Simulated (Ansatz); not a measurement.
# HSE06/def2-SVP run of C2H5AlN2 (SMILES C#[C][Al]([NH2])[NH2])

Aim: the electronic atomisation energy of C2H5AlN2 at HSE06/def2-SVP, from 5 runs. 

Program for the calculation: Ansatz 0.2.0.

62 further runs of the same task are left out: 1 that didn't finish, 61 set aside as unsound or not needed.

## (1) The system as given

C2H5AlN2 has 10 atoms, charge 0, and is taken as a singlet. As SMILES, `C#[C][Al]([NH2])[NH2]`. The coordinates come from a PBE0-D4/def2-TZVP relaxation.

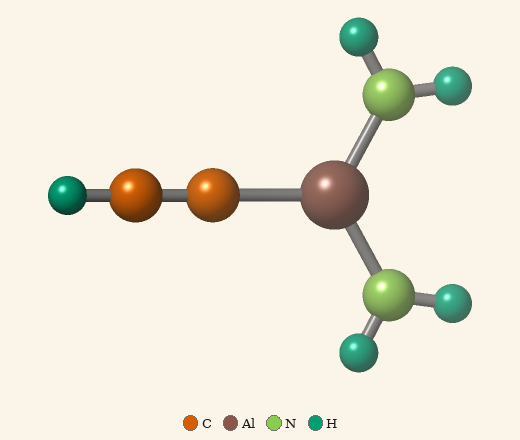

The structure, seen from a chosen angle (carbon orange, aluminium brown, nitrogen green, hydrogen teal).

## (2) The energy at HSE06/def2-SVP

run.yaml

```yaml
crystal:
  periodic: [false, false, false]
  atoms:
    - {symbol: C, position_ang: [-2.368100, 1.221100, 0.873300]}
    - {symbol: C, position_ang: [-1.345900, 0.693600, 0.497800]}
    - {symbol: Al, position_ang: [0.265700, -0.138000, -0.094200]}
    - {symbol: "N", position_ang: [0.247600, -1.861100, -0.467000]}
    - {symbol: "N", position_ang: [1.722400, 0.842900, -0.249900]}
    - {symbol: H, position_ang: [-3.269100, 1.686000, 1.204200]}
    - {symbol: H, position_ang: [1.027400, -2.410800, -0.785900]}
    - {symbol: H, position_ang: [-0.574800, -2.435200, -0.383700]}
    - {symbol: H, position_ang: [1.750000, 1.827100, -0.041300]}
    - {symbol: H, position_ang: [2.627700, 0.523400, -0.550300]}
basis:
  gaussian: {orbitals: def2-SVP}
hamiltonian: {xc: {name: HSE06}}
accuracy: high
output: {orbitals: {seedname: orbitals}}
```

The run is started by

```console
$ ansatz run run.yaml --threads 1 --pin off --max-ram 3480MiB --events-out events.jsonl --progress --plain --runs-dir runs
```

The program printed:

```text
Warning: RAYON_NUM_THREADS=1 ignored (pool sized by the plan → 1); use --threads N
Functional definition: HSE06
  name "HSE06"
  parameter a = 0.25
  parameter omega = 0.11/bohr
  exchange = pbe_x - a*pbe_x_sr(omega) + a*exact_x_sr(omega)
  correlation = pbe_c
2218 factors; integrals over basis functions are off by at most 1.4e-8 eV
110 factors; integrals over basis functions are off by at most 2.2e-9 eV
mean field evaluation 1: about -11702.1645 eV, gradient 8.3e1 eV
mean field evaluation 2: about -11687.4939 eV, gradient 1.1e2 eV
mean field evaluation 4: about -11716.8994 eV, gradient 6.6e0 eV
mean field evaluation 8: about -11717.2236 eV, gradient 9.2e-1 eV
mean field evaluation 16: about -11717.2261 eV, gradient 4.6e-5 eV
mean field -11717.22609529 eV, -430.6001167809 hartree, gradient 9.7e-8 eV, S^2 0.000000; 0 other end points of the search recorded, 0 dependent functions left out
reference -11717.22609910 eV, -430.6001169208 hartree; 22, 22 occupied and 77, 77 virtual orbitals, 2218 factors
Total energy: -11717.22609910 eV, -430.6001169208 hartree
```

Wall time 8.4 s (1 thread of Intel Xeon Platinum 8488C (Sapphire Rapids), shared host); peak memory 0.37 GiB.

## (3) The Al atom

input.yaml

```yaml
basis:
  gaussian:
    orbitals: def2-SVP
crystal:
  periodic: [false, false, false]
  atoms:
    - {symbol: Al, position_ang: [0.000000, 0.000000, 0.000000]}
magnetization:
  spin_polarized: true
  initial_magnetization: 1
hamiltonian:
  xc: {name: HSE06}
accuracy: high
```

Run the same way, it converges to -242.15849 Eh (log not shown).

## (4) The C atom, same level

in.yaml

```yaml
crystal:
  periodic: [false, false, false]
  atoms:
    - {symbol: C, position_ang: [0.000000, 0.000000, 0.000000]}
basis:
  gaussian:
    orbitals: def2-SVP
magnetization:
  spin_polarized: true
  initial_magnetization: 2
hamiltonian:
  xc: {name: HSE06}
accuracy: high
```

Run the same way, it converges to -37.75830 Eh (log not shown).

## (5) The H atom at the same level

molecule.yaml

```yaml
crystal:
  periodic: [false, false, false]
  atoms:
    - {symbol: H, position_ang: [0.000000, 0.000000, 0.000000]}
basis:
  gaussian: {orbitals: def2-SVP}
magnetization: {spin_polarized: true, initial_magnetization: 1}
hamiltonian: {xc: hse06}
accuracy: high
```

Run the same way, it converges to -0.50000 Eh (log not shown).

## (6) The N atom, same level

run.yaml

```yaml
crystal:
  periodic: [false, false, false]
  atoms:
    - {symbol: N, position_ang: [0.000000, 0.000000, 0.000000]}
basis:
  gaussian: {orbitals: def2-SVP}
accuracy: high
magnetization: {spin_polarized: true, initial_magnetization: 3}
hamiltonian: {xc: {name: HSE06}}
```

Run the same way, it converges to -54.47622 Eh (log not shown).

## (7) Results

At HSE06/def2-SVP:

```
                     quantity          value
       molecule: total energy  -430.60012 Eh
        molecule: HOMO energy       -6.29 eV
        molecule: LUMO energy       -0.28 eV
      molecule: HOMO–LUMO gap        6.02 eV
        Al atom: total energy  -242.15849 Eh
                Al atom: ⟨S²⟩          0.753
         C atom: total energy   -37.75830 Eh
                 C atom: ⟨S²⟩          2.002
         H atom: total energy    -0.50000 Eh
                 H atom: ⟨S²⟩          0.750
         N atom: total energy   -54.47622 Eh
                 N atom: ⟨S²⟩          3.753
electronic atomisation energy      40.070 eV
```

In words: Taking the molecule apart into free atoms costs 40.07 eV (924 kcal/mol), before zero-point energy and without spin-orbit coupling.
